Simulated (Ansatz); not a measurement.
```xyz
10

C    -1.7452   -1.3813   -0.1229
Al   -0.1447   -0.2955    0.2427
N     1.0331    0.5896    1.2787
B     1.4724    1.0740   -0.1602
O     2.1891    1.8657   -1.0974
H    -1.8474   -2.1895    0.5515
H    -2.6550   -0.6869    0.0205
H    -1.7330   -1.6782   -1.1908
H     1.8122   -0.0833    1.5910
H     1.7015    2.7342   -1.1099
```

Level of theory: Ansatz 0.2.0, SCF B3LYP, Gaussian basis.

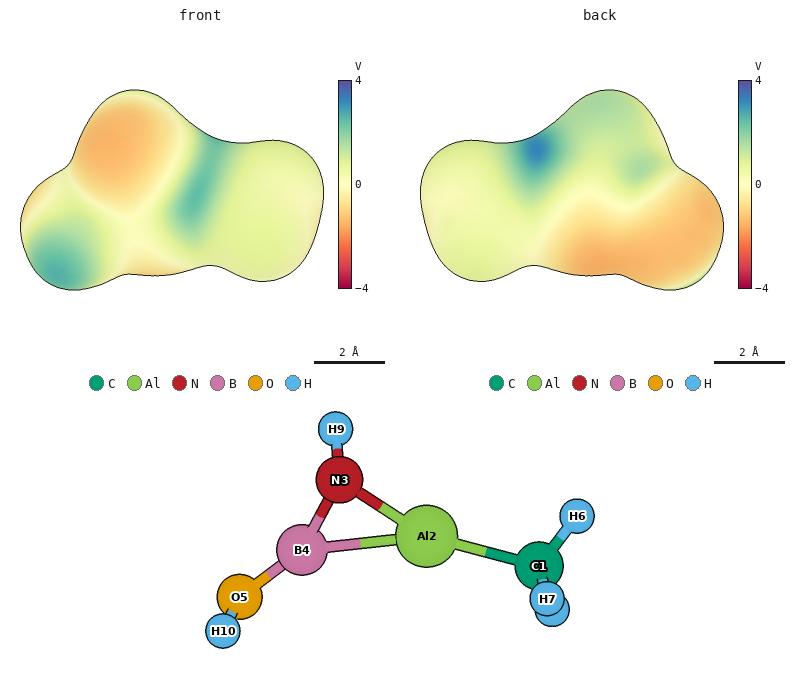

CH5AlBNO (SMILES [CH3][Al]1[NH][B]1O). The molecular electrostatic potential painted on the density surface at 0.002 e/bohr³, seen from the front and from behind; the colour scale runs from red (negative) to blue (positive). The bare structure is drawn below in the same view.

Where is the surface potential most negative and most positive?

Answer. The most negative region (about −1.5 V) lies over N3, the most positive (about +3.0 V) over Al2. N3 is the likeliest acceptor of a hydrogen bond.
